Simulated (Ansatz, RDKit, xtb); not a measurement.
**C3H5FO: ranking a sample of isomers**

A sample of isomers of C3H5FO is drawn. Aim: find which of them has the lowest free energy at 298.15 K, then its properties. The sample is small against all isomers, and the most stable one of this formula need not be in it.

The funnel: GFN2-xTB relaxations, single points with a density functional, relaxations at PBE0-D3(BJ)/def2-SVP, harmonic vibrations, and a last energy at a higher level. All values are calculated.

**1. Candidates**

Isomers were taken from a list of plausible structures; this is a sample, not all of them. That gives 3 candidates.

```
label             SMILES     spin
 c449   O[C@@H]1C[C@H]1F  singlet
 c528  O[C@@H]1C[C@@H]1F  singlet
 c561          OC1(F)CC1  singlet
```

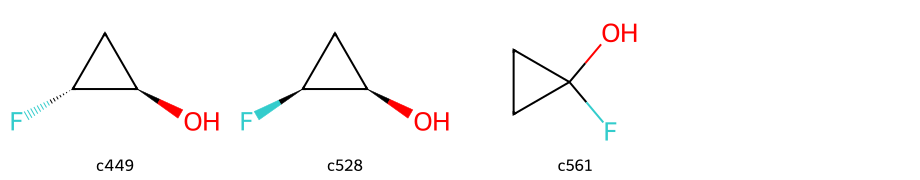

Structural formulas of the candidates.

Candidates are built by distance geometry, with a force field where one applies, in up to four conformers (letters a to d).

**2. Cheap relaxation of all starts**

All 3 starts are relaxed the same way. One of them, c449a (taken from a list of positional isomers, embedded by distance geometry and MMFF94), in full:

File start.xyz:

```xyz
10
c449a
C     -1.333564     1.626046    -0.466853
C     -0.212767     0.849384    -1.051902
C     -1.587360     0.558206    -1.423720
F     -2.181320    -0.632995    -0.972133
O     -1.477094     2.979390    -0.936416
H     -2.307105     3.371469    -0.664691
H     -1.534030     1.411255     0.555695
H      0.398462     1.340771    -1.807906
H      0.319274     0.122831    -0.418379
H     -1.962699     0.762139    -2.414910
```

Launch:

```bash
$ xtb start.xyz --gfn 2 --opt
```

What it wrote (excerpt; [...] marks lines left out):

```text
* xtb version 6.7.1
[...]
          :  # basis functions                  25          :
[...]
          :  # electrons                        30          :
[...]
          :  Hamiltonian                  GFN2-xTB          :
[...]
          :  net charge                          0          :
          :  unpaired electrons                  0          :
[...]
   *** convergence criteria satisfied after 10 iterations ***
[...]
   *** GEOMETRY OPTIMIZATION CONVERGED AFTER 11 ITERATIONS ***
[...]
   *** convergence criteria satisfied after 3 iterations ***
[...]
         ::                     SUMMARY                     ::
         :::::::::::::::::::::::::::::::::::::::::::::::::::::
         :: total energy             -17.732518941386 Eh    ::
         :: gradient norm              0.000542035724 Eh/a0 ::
         :: HOMO-LUMO gap              9.235447909346 eV    ::
         ::.................................................::
         :: SCC energy               -17.886651891574 Eh    ::
         :: -> isotropic ES            0.036208177279 Eh    ::
         :: -> anisotropic ES          0.000804929288 Eh    ::
         :: -> anisotropic XC         -0.002004906054 Eh    ::
         :: -> dispersion             -0.004086944343 Eh    ::
         :: repulsion energy           0.154132950188 Eh    ::
         :: add. restraining           0.000000000000 Eh    ::
         :: total charge              -0.000000000000 e     ::
         :::::::::::::::::::::::::::::::::::::::::::::::::::::
[...]
        15        2.0000           -0.4147226             -11.2852 (HOMO)
        16                         -0.0753261              -2.0497 (LUMO)
[...]
     #   Z          covCN         q      C6AA      α(0)
     1   6 C        3.730     0.109    18.888     6.204
     2   6 C        3.806    -0.087    22.152     6.700
     3   6 C        3.663     0.125    18.801     6.220
     4   9 F        0.784    -0.248    11.747     4.048
     5   8 O        1.657    -0.427    21.379     6.242
     6   1 H        0.805     0.298     0.727     1.339
     7   1 H        0.925     0.038     2.470     2.458
     8   1 H        0.926     0.070     2.081     2.256
     9   1 H        0.926     0.068     2.112     2.273
    10   1 H        0.925     0.055     2.262     2.352
[...]
     #   Z sym  total        # sym  WBO       # sym  WBO       # sym  WBO
 ---------------------------------------------------------------------------
     1   6 C    3.909 --     5 O    1.011     2 C    0.962     7 H    0.960
                             3 C    0.943
     2   6 C    3.938 --     9 H    0.976     8 H    0.975     3 C    0.965
                             1 C    0.962
     3   6 C    3.847 --     2 C    0.965    10 H    0.962     1 C    0.943
                             4 F    0.935
     4   9 F    1.020 --     3 C    0.935
     5   8 O    1.983 --     1 C    1.011     6 H    0.893
     6   1 H    0.911 --     5 O    0.893
     7   1 H    0.999 --     1 C    0.960
     8   1 H    0.995 --     2 C    0.975
     9   1 H    0.995 --     2 C    0.976
    10   1 H    0.997 --     3 C    0.962
[...]
molecular dipole:
                 x           y           z       tot (Debye)
 q only:        0.018       0.411      -0.081
   full:       -0.160       0.411      -0.078       1.138
molecular quadrupole (traceless):
[...]
          | TOTAL ENERGY              -17.732518941386 Eh   |
          | GRADIENT NORM               0.000542035724 Eh/α |
          | HOMO-LUMO GAP               9.235447909346 eV   |
           -------------------------------------------------
[...]
```

Wall time 0.12 s (2 threads of Intel Xeon at 2.50GHz (Skylake/Cascade Lake), shared host).

**3. The minima found**

3 of the 3 relaxations converged. 3 distinct structures remain:

```
label  start       SMILES after     spin  energy (kcal/mol)
c561a  drawn          OC1(F)CC1  singlet                0.0
c528a  drawn  O[C@@H]1C[C@@H]1F  singlet                6.9
c449a  drawn   O[C@@H]1C[C@H]1F  singlet                7.0
```

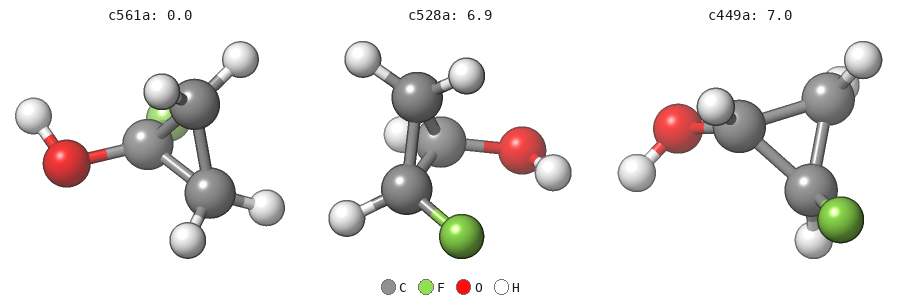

The 3 lowest minima that did not fall apart, with their GFN2-xTB energies in kcal/mol.

**4. Screening with a density functional**

A choice of the minima (the low ones first, few conformers of a pattern, up to a cap) and the lowest that fell apart get a single point at r2SCAN-D4/def2-SVP on the tight-binding geometry, and one at HF/STO-3G for comparison. Some singlets are also tried as triplets at the same geometry (label ending in t). The first, c561a:

File input.yaml:

```yaml
basis:
  gaussian:
    orbitals: def2-SVP
crystal:
  periodic: [false, false, false]
  atoms:
    - {symbol: C, position_ang: [-1.532939, 1.567102, -1.327498]}
    - {symbol: C, position_ang: [-1.392236, 0.191525, -0.784012]}
    - {symbol: C, position_ang: [-0.232725, 1.161099, -0.710006]}
    - {symbol: F, position_ang: [-1.522249, 1.703106, -2.701052]}
    - {symbol: O, position_ang: [-2.384273, 2.458178, -0.753275]}
    - {symbol: H, position_ang: [-2.105779, 3.363075, -0.945950]}
    - {symbol: H, position_ang: [-1.930080, -0.035239, 0.122008]}
    - {symbol: H, position_ang: [-1.331852, -0.620402, -1.490875]}
    - {symbol: H, position_ang: [0.606869, 0.996395, -1.366497]}
    - {symbol: H, position_ang: [0.018504, 1.581963, 0.250857]}
hamiltonian:
  xc: {name: r2SCAN}
  dispersion: d4
scf:
  lower_state_search: off
output: {orbitals: {seedname: orbitals}}
```

Launch:

```bash
$ ansatz run input.yaml --threads 2 --pin off --max-ram 5220MiB --events-out events.jsonl --progress --plain --runs-dir runs
```

What it wrote (excerpt; [...] marks lines left out):

```text
Warning: RAYON_NUM_THREADS=2 ignored (pool sized by the plan → 2); use --threads N
Functional definition: r2SCAN
  name "r2SCAN"
[...]
1055 factors; their error is unknown
[...]
mean field -7945.23817591 eV, -291.9821174888 hartree, gradient 4.7e-6 eV, S^2 0.000000; 0 other end points of the search recorded, 0 dependent functions left out
reference -7945.23818374 eV, -291.9821177765 hartree; 20, 20 occupied and 75, 75 virtual orbitals, 1055 factors
Total energy: -7945.27612667 eV, -291.9835121537 hartree
Checks for a lower state left out: stability, starts, cluster_reference, orbital_swaps, neighbouring_geometries, increment
```

Wall time 3 s (2 threads of Intel Xeon at 2.50GHz (Skylake/Cascade Lake), shared host); peak memory 0.12 GiB.

Relative energies in kcal/mol, each column from its lowest structure that stays in one piece:

```
 label             SMILES     spin  GFN2-xTB  HF/STO-3G  r2SCAN-D4/def2-SVP
 c561a          OC1(F)CC1  singlet       0.0        0.0                 0.0
 c449a   O[C@@H]1C[C@H]1F  singlet       7.0        6.5                 9.9
 c528a  O[C@@H]1C[C@@H]1F  singlet       6.9        7.7                11.3
c449at   O[C@@H]1C[C@H]1F  triplet         –          –               165.6
c561at          OC1(F)CC1  triplet         –          –               170.2
```

**5. Third filter: density-functional geometries**

3 candidates are relaxed at PBE0-D3(BJ)/def2-SVP (chosen among the lowest in one piece). The first, c561a:

File input.yaml:

```yaml
crystal:
  periodic: [false, false, false]
  atoms:
    - symbol: C
      position_ang: [-1.532939, 1.567102, -1.327498]
    - symbol: C
      position_ang: [-1.392236, 0.191525, -0.784012]
    - symbol: C
      position_ang: [-0.232725, 1.161099, -0.710006]
    - symbol: F
      position_ang: [-1.522249, 1.703106, -2.701052]
    - symbol: O
      position_ang: [-2.384273, 2.458178, -0.753275]
    - symbol: H
      position_ang: [-2.105779, 3.363075, -0.945950]
    - symbol: H
      position_ang: [-1.930080, -0.035239, 0.122008]
    - symbol: H
      position_ang: [-1.331852, -0.620402, -1.490875]
    - symbol: H
      position_ang: [0.606869, 0.996395, -1.366497]
    - symbol: H
      position_ang: [0.018504, 1.581963, 0.250857]
basis:
  gaussian: {orbitals: def2-SVP}
hamiltonian: {xc: {name: PBE0}, dispersion: d3bj}
scf: {lower_state_search: off}
relax: {f_tol: 0.003}
```

Launch:

```bash
$ ansatz run input.yaml --threads 2 --pin off --max-ram 5220MiB --events-out events.jsonl --progress --plain --runs-dir runs
```

What it wrote (excerpt; [...] marks lines left out):

```text
Warning: RAYON_NUM_THREADS=2 ignored (pool sized by the plan → 2); use --threads N
[...]
Functional definition: PBE0
  name "PBE0"
[...]
1056 factors; integrals over basis functions are off by at most 2.3e-4 eV
[...]
mean field -7940.97286210 eV, -291.8253700976 hartree, gradient 5.1e-6 eV, S^2 0.000000; 0 other end points of the search recorded, 0 dependent functions left out
[...]
reference -7940.97288336 eV, -291.8253708788 hartree; 20, 20 occupied and 75, 75 virtual orbitals, 1056 factors
relax step   1: F+E_penalty+E_count = -7941.10704785 eV  Δ(F+E_penalty+E_count) = +0.000e0 eV  max|allowed force component| = 6.655e-1 eV/Å  Δτ_max = 0.0000 Å  (15 SCF iters, accepted)
[...]
relax step   3: F+E_penalty+E_count = -7941.15117186 eV  Δ(F+E_penalty+E_count) = -6.944e-3 eV  max|allowed force component| = 1.076e-1 eV/Å  Δτ_max = 0.0400 Å  (19 SCF iters, accepted)
[...]
Atom 1 at    -1.407226     0.203979    -0.790334 Å, force     0.000011    -0.000149     0.000659 eV/Å
Atom 2 at    -0.240999     1.187341    -0.720091 Å, force    -0.000131     0.000047    -0.000565 eV/Å
Atom 3 at    -1.521810     1.670410    -2.713364 Å, force     0.000383    -0.000427    -0.000785 eV/Å
Atom 4 at    -2.397110     2.429200    -0.771577 Å, force    -0.000181     0.000346    -0.000112 eV/Å
Atom 5 at    -2.035995     3.319569    -0.865101 Å, force    -0.000077     0.001162     0.000238 eV/Å
Atom 6 at    -1.955023    -0.007666     0.130693 Å, force    -0.000068    -0.000044     0.000060 eV/Å
Atom 7 at    -1.323293    -0.624695    -1.497023 Å, force     0.000757    -0.000209    -0.000276 eV/Å
Atom 8 at     0.612271     1.002475    -1.377242 Å, force     0.000622    -0.000188    -0.000510 eV/Å
Atom 9 at    -0.004644     1.625745     0.252865 Å, force     0.000007    -0.000548     0.000590 eV/Å
Dipole moment:     0.255085     0.109915     0.226249 e Å
Checks for a lower state left out: stability, starts, cluster_reference, orbital_swaps, neighbouring_geometries, increment
```

It took 35 s on 2 threads of Intel Xeon at 2.50GHz (Skylake/Cascade Lake), shared host; peak memory 0.18 GiB.

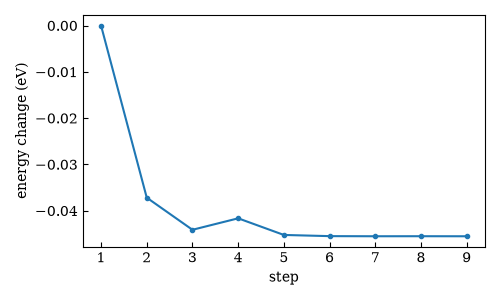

Energy along the run, all evaluated steps.

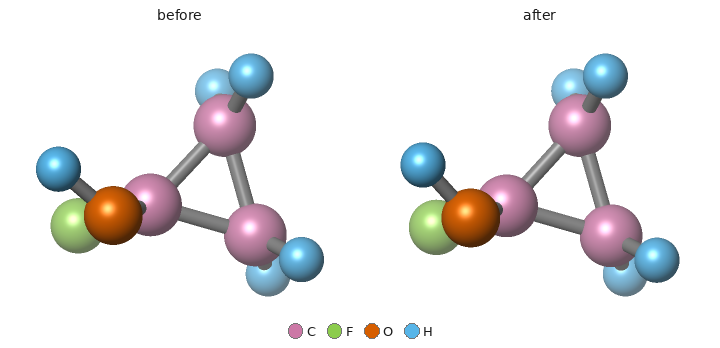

Before and after, at one scale.

After the run. Bond lengths: C1–C2 1.475 Å, C1–C3 1.487 Å, C2–C3 1.527 Å, C1–F4 1.363 Å, C1–O5 1.357 Å, O5–H6 0.965 Å, C2–H7 1.092 Å, C2–H8 1.092 Å, C3–H9 1.093 Å, C3–H10 1.093 Å. Some angles: C1–C2–C3 59.4°, C2–C1–C3 62.1°, C2–C1–F4 117.1°, C2–C1–O5 118.6°, C3–C1–F4 116.0°, C3–C1–O5 122.0°, F4–C1–O5 112.5°, C1–C3–C2 58.6°, C1–C2–H7 117.3°, C1–C2–H8 117.2°.

**6. The relaxed candidates**

```
label     spin  r2SCAN-D4/def2-SVP (kcal/mol)  PBE0-D3(BJ)/def2-SVP, relaxed (kcal/mol)  time
c561a  singlet                            0.0                                       0.0  35 s
c449a  singlet                            9.9                                       9.6  27 s
c528a  singlet                           11.3                                      10.7  44 s
```

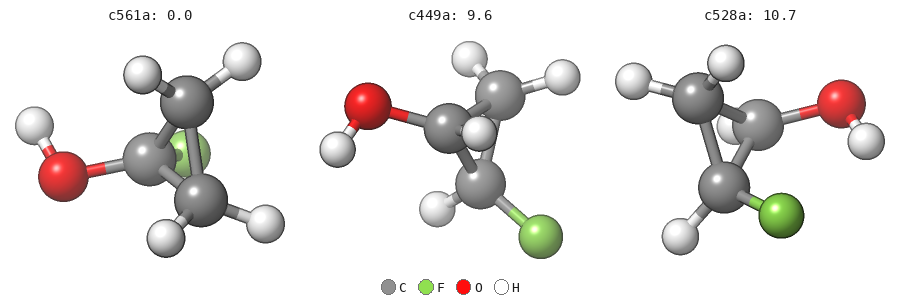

The relaxed structures, with energies at PBE0-D3(BJ)/def2-SVP in kcal/mol.

[end of part 1 of 2]
